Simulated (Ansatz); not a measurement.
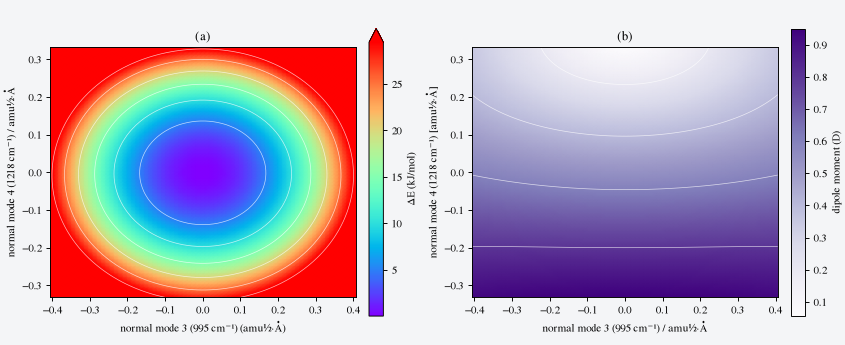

BClH₂, SMILES BCl. Coordinates scanned: (1) normal mode 3 (995 cm⁻¹); (2) normal mode 4 (1218 cm⁻¹). Nothing is relaxed (straight displacements along the two mass-weighted modes). The grid has 15 × 15 points; 120 points were computed and 105 follow by symmetry. Energies: kJ/mol, counted from the lowest grid point. These are results of Ansatz 0.2.0, RKS PBE0-D4/def2-TZVP, not measurements.

Panel (a) is the energy; panel (b) is the computed dipole moment, in D.

Drawn: a smooth colour map with a few white contour lines, one colour for all values above the top of the scale. Between grid points the surface is interpolated.

How does the dipole moment vary over the map, and what is it at the lowest grid point?

Answer. Leaving out the highest fifth of the energies, it runs from 0.06 D at normal mode 3 (995 cm⁻¹) = 0.000 amu½·Å, normal mode 4 (1218 cm⁻¹) = 0.332 amu½·Å to 0.95 D at normal mode 3 (995 cm⁻¹) = 0.000 amu½·Å, normal mode 4 (1218 cm⁻¹) = −0.332 amu½·Å. At the lowest grid point, normal mode 3 (995 cm⁻¹) = 0.000 amu½·Å, normal mode 4 (1218 cm⁻¹) = 0.000 amu½·Å, it is 0.54 D.
